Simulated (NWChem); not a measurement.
# C2H7Ga (SMILES [CH3][GaH][CH3]): levels of theory compared

We compute a comparison of 4 runs (HF/STO-3G, HF/3-21G, B3LYP/6-31G*) of C2H7Ga. 

Program for the calculation: NWChem 7.3.0.

### 1 The system as given

The species is C2H7Ga (10 atoms), meant as a singlet with charge 0. As SMILES, `[CH3][GaH][CH3]`. The coordinates come from a PBE0-D4/def2-TZVP relaxation.

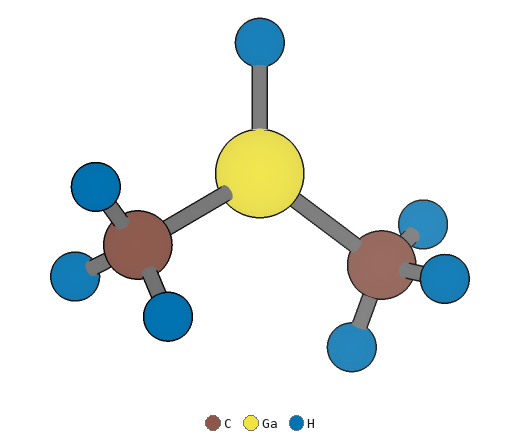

The structure, seen from a chosen angle (carbon brown, gallium yellow, hydrogen blue).

### 2 Energy and gradient at HF/STO-3G (run 1)

Input file nw.nw:

```
start nw
title "C2H7Ga hf"
memory 2200 mb
charge 0

geometry noautosym nocenter noautoz
  C       -1.063400       1.142800      -0.711800
  Ga       0.649000       0.266100      -0.281300
  C        0.681500      -1.321500       0.886900
  H       -1.533700       0.614200      -1.548200
  H       -0.935400       2.183800      -1.011500
  H       -1.759700       1.095200       0.128600
  H        1.997300       0.836500      -0.872600
  H        0.687700      -0.994000       1.932300
  H        1.569300      -1.935900       0.730500
  H       -0.209600      -1.938300       0.750100
end

basis spherical bse
  * library STO-3G
end

scf
  thresh 1e-08
  maxiter 80
  print low
end

task scf gradient
```

The run is started by

```
$ nwchem nw.nw > nw.out
```

The program printed:

```text
[...]
  functions       =    35
[...]
  wavefunction    = RHF
[...]
         Total SCF energy =  -1979.758256179425
      One-electron energy =  -3139.505440474007
      Two-electron energy =    977.424013828573
 Nuclear repulsion energy =    182.323170466008
        Time for solution =     10.0s
[...]
                         RHF ENERGY GRADIENTS
    atom               coordinates                        gradient
                 x          y          z           x          y          z
   1 C      -2.009535   2.159579  -1.345107   -0.032238   0.020290  -0.007238
   2 Ga      1.226432   0.502856  -0.531580   -0.014895  -0.006307   0.006541
   3 C       1.287848  -2.497273   1.675998    0.002212  -0.032902   0.020305
   4 H      -2.898273   1.160670  -2.925674   -0.002997  -0.005948  -0.007300
   5 H      -1.767650   4.126784  -1.911458    0.003454   0.007409  -0.002947
   6 H      -3.325351   2.069628   0.243019   -0.004355  -0.002836   0.008061
   7 H       3.774350   1.580756  -1.648975    0.049884   0.021107  -0.021884
   8 H       1.299565  -1.878388   3.651518   -0.000231   0.004513   0.008762
   9 H       2.965547  -3.658321   1.380445    0.008085  -0.002625  -0.002157
  10 H      -0.396087  -3.662856   1.417483   -0.008918  -0.002702  -0.002143
[...]
```

Wall time 11 s (1 thread of Intel Xeon Platinum 8559C (Emerald Rapids), shared host); peak memory 0.098 GiB.

### 3 Energy and forces at HF/3-21G (run 2)

Input file mymol.nw:

```
START mymol
TITLE "C2H7Ga hf"
memory stack 880 mb heap 220 mb global 1100 mb
GEOMETRY noautosym nocenter noautoz
  C     -1.063400     1.142800    -0.711800
  Ga     0.649000     0.266100    -0.281300
  C      0.681500    -1.321500     0.886900
  H     -1.533700     0.614200    -1.548200
  H     -0.935400     2.183800    -1.011500
  H     -1.759700     1.095200     0.128600
  H      1.997300     0.836500    -0.872600
  H      0.687700    -0.994000     1.932300
  H      1.569300    -1.935900     0.730500
  H     -0.209600    -1.938300     0.750100
END
BASIS spherical bse
  * library 3-21G
END
SCF
  thresh 1e-08
  maxiter 80
END
TASK scf gradient
```

The run is started by

```
$ nwchem mymol.nw > mymol.out
```

The program printed:

```text
[...]
  functions       =    54
[...]
  wavefunction    = RHF
[...]
         Total SCF energy =  -1993.215689870635
      One-electron energy =  -3143.940672541066
      Two-electron energy =    968.401812204423
 Nuclear repulsion energy =    182.323170466008
        Time for solution =      2.5s
[...]
                         RHF ENERGY GRADIENTS
    atom               coordinates                        gradient
                 x          y          z           x          y          z
   1 C      -2.009535   2.159579  -1.345107    0.003485  -0.000106   0.001816
   2 Ga      1.226432   0.502856  -0.531580    0.000922   0.000383  -0.000389
   3 C       1.287848  -2.497273   1.675998    0.000269   0.001755  -0.003518
   4 H      -2.898273   1.160670  -2.925674   -0.000029  -0.003316  -0.002996
   5 H      -1.767650   4.126784  -1.911458    0.001709   0.004050  -0.001670
   6 H      -3.325351   2.069628   0.243019   -0.002289  -0.001430   0.004051
   7 H       3.774350   1.580756  -1.648975   -0.003832  -0.001623   0.001683
   8 H       1.299565  -1.878388   3.651518   -0.000083   0.003239   0.003049
   9 H       2.965547  -3.658321   1.380445    0.004383  -0.001524  -0.001028
  10 H      -0.396087  -3.662856   1.417483   -0.004536  -0.001428  -0.000997
[...]
```

It took 3.9 s on 1 thread of Intel Xeon Platinum 8559C (Emerald Rapids), shared host; peak memory 0.1 GiB.

Run 3 isn't shown in full; the table further down has it.

### 4 Energy and forces at B3LYP/6-31G(d) (Cartesian functions) (run 4)

Input file nw.nw:

```
start nw
title "C2H7Ga"
memory total 2200 mb
charge 0

geometry units au noautosym nocenter noautoz
 C  -2.00953476  2.15957902 -1.34510706
 Ga  1.22643225  0.50285612 -0.53157996
 C   1.28784835 -2.49727307  1.67599810
 H  -2.89827296  1.16066979 -2.92567399
 H  -1.76764982  4.12678391 -1.91145798
 H  -3.32535106  2.06962805  0.24301878
 H   3.77434999  1.58075590 -1.64897502
 H   1.29956466 -1.87838777  3.65151779
 H   2.96554721 -3.65832080  1.38044493
 H  -0.39608660 -3.66285615  1.41748357
end

basis cartesian
 C library 6-31G*
 Ga library 6-31G*
 H library 6-31G*
end

dft
 xc b3lyp
 grid xfine
 convergence energy 1e-08
 maxiter 100
 mulliken
end

task dft gradient
```

The run is started by

```
$ nwchem nw.nw > nw.out
```

The program printed:

```text
[...]
          Wavefunction type:  closed shell.
          No. of atoms     :    10
          No. of electrons :    50
[...]
          Charge           :     0
          Spin multiplicity:     1
[...]
          AO basis - number of functions:    79
[...]
              XC Information
              --------------
                         B3LYP Method XC Potential
                     Hartree-Fock (Exact) Exchange  0.200
                        Slater Exchange Functional  0.800 local
                    Becke 1988 Exchange Functional  0.720 non-local
              Lee-Yang-Parr Correlation Functional  0.810
                  VWN I RPA Correlation Functional  0.190 local
[...]
 d= 0,ls=0.0,diis     1  -2005.0089395958 -2.19D+03  1.03D-02  8.40D-01     4.1
[...]
 d= 0,ls=0.0,diis     8  -2005.0477172571 -2.20D-09  2.16D-07  9.95D-11    27.8
         Total DFT energy =    -2005.047717257094
      One electron energy =    -3153.306774044897
           Coulomb energy =     1054.467459417750
    Exchange-Corr. energy =      -88.531560014724
 Nuclear repulsion energy =      182.323157384777
[...]
      Total Density - Mulliken Population Analysis
     ---------------------------------------------
    Atom       Charge   Shell Charges
 -----------   ------   -------------------------------------------------------
    1 C    6     6.61   1.99  0.67  2.11  0.66  1.16  0.02
    2 Ga  31    30.76   2.00  1.99  6.00  1.95  5.99  1.31  1.42  0.07  0.09  6.85  2.94  0.15
    3 C    6     6.61   1.99  0.67  2.11  0.66  1.16  0.02
    4 H    1     0.84   0.52  0.32
    5 H    1     0.83   0.52  0.31
    6 H    1     0.83   0.52  0.31
    7 H    1     1.01   0.48  0.52
    8 H    1     0.84   0.52  0.32
    9 H    1     0.83   0.52  0.31
   10 H    1     0.83   0.52  0.31
[...]
  wavefunction    = closed shell
[...]
```

Run time: 36 s. Hardware: 1 thread of Intel Xeon Platinum 8559C (Emerald Rapids), shared host; peak memory 0.15 GiB.

### 5 The series

| run | level | iteration cap | module | energy (Eh) | largest force (eV/Å) | wall time |
| --- | --- | --- | --- | --- | --- | --- |
| 1 | HF/STO-3G | 80 | scf | -1979.758256 | 3.004 | 11 s |
| 2 | HF/3-21G | 80 | scf | -1993.215690 | 0.250 | 3.9 s |
| 3 | B3LYP/6-31G* (spherical functions) | 100 | dft | -2005.041117 | 0.166 | 34 s |
| 4 | B3LYP/6-31G* (Cartesian functions) | 100 | dft | -2005.047717 | 0.122 | 36 s |

### 6 Outcome

```
                       quantity           value
            run 4: total energy  -2005.04772 Eh
           run 4: dipole moment          0.70 D
             run 4: HOMO energy        -7.23 eV
             run 4: LUMO energy        -1.12 eV
           run 4: HOMO–LUMO gap         6.10 eV
run 4: largest force on an atom      0.122 eV/Å
```

Over runs 2, 3, 4 the dipole moment (its size) runs from 0.53 D (HF/3-21G) to 0.71 D (B3LYP/6-31G*). The two ends differ in method and basis. In run 1 the basis is minimal, so the values are rough. All runs together took 85 s, the longest 36 s.
